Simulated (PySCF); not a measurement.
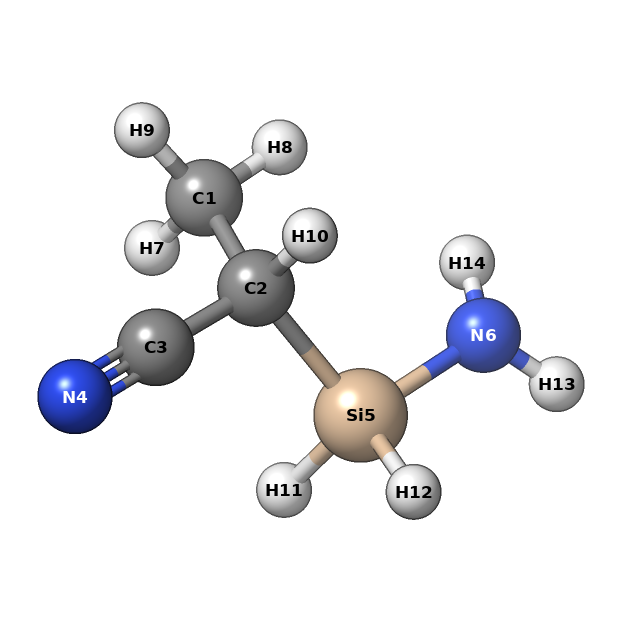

Computed geometry: GFN2-xTB optimisation. No frequency run is at hand to confirm it as a minimum. Method: delta-SCF UKS SCAN, pcX-2 on the ionised atom, pcseg-1 elsewhere, spin-free X2C (PySCF 2.14.0).

Give the core-electron binding energies (to vacuum; p and d levels without spin–orbit splitting) of C1 1s, C2 1s, C3 1s, N4 1s, Si5 1s, Si5 2p, N6 1s.

```tsv
atom	level	binding energy (eV)
C1	1s	291.3
C2	1s	291.5
C3	1s	291.9
N4	1s	404.5
Si5	1s	1847.0
Si5	2p	107.4
N6	1s	405.1
```

The geometry is semi-empirical. Around Si such bond lengths and angles can be off by a tenth of an ångström or more and by several degrees, and values that hang on the shape move with them.
